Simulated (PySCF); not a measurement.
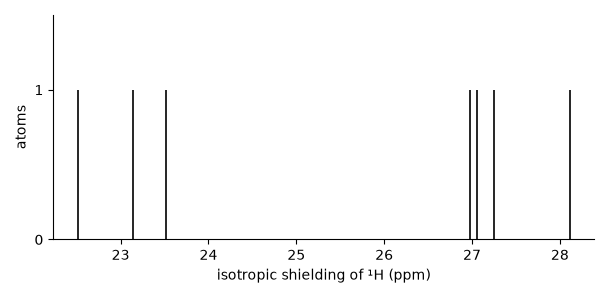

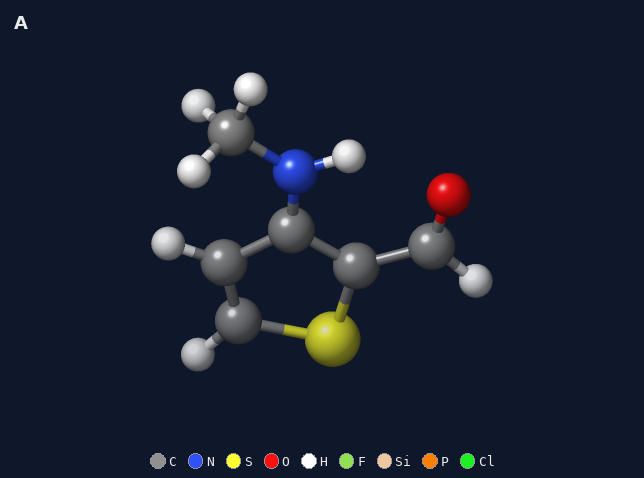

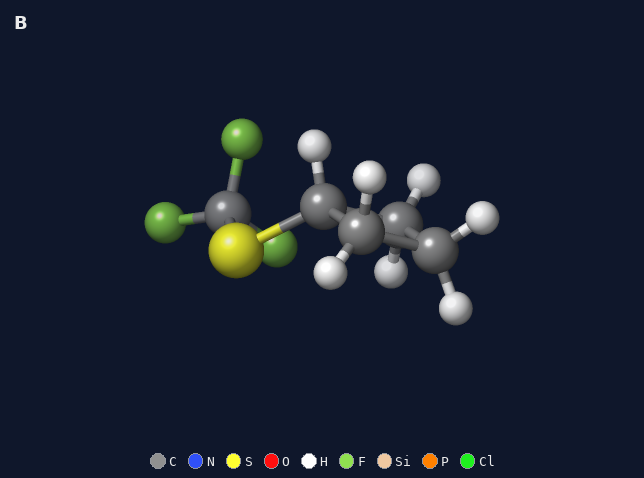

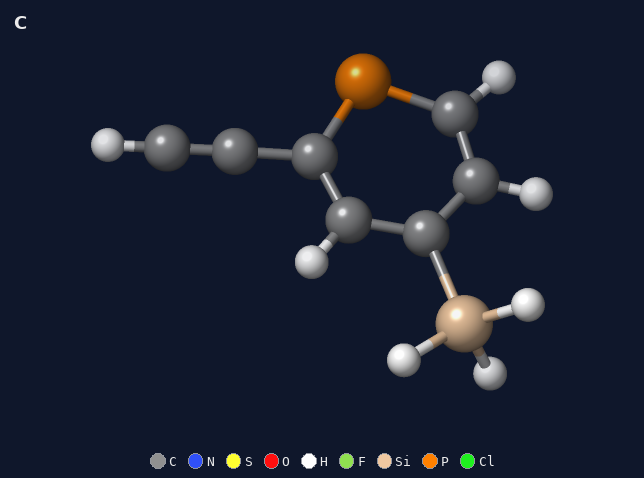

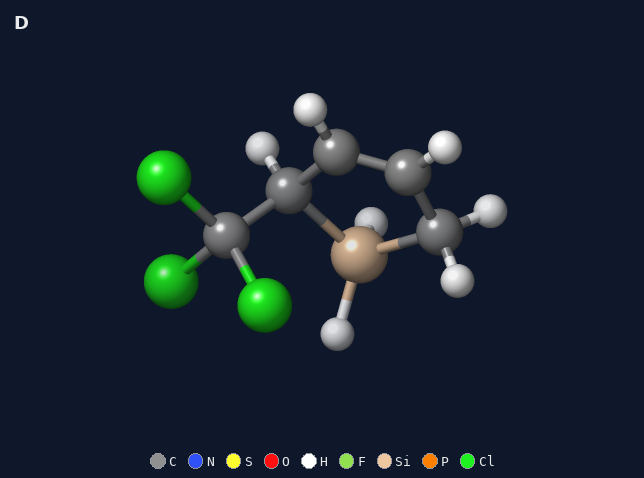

The sticks are computed shieldings of one of the molecules, for one fixed geometry (GFN2-xTB) without averaging over rotations. Low shielding means a high chemical shift. Method: GIAO PBE0/pcSseg-1 NMR shielding, non-relativistic, gas phase (PySCF 2.14.0).

Question: Match the spectrum to a structure.

Answer: C, `C#Cc1cc([SiH3])ccp1`. Its 7 H atoms give lines at 22.51, 23.14, 23.52, 26.98, 27.05, 27.25, 28.11 ppm.

The geometry is semi-empirical. Around P, Si such bond lengths and angles can be off by a tenth of an ångström or more and by several degrees, and values that hang on the shape move with them.
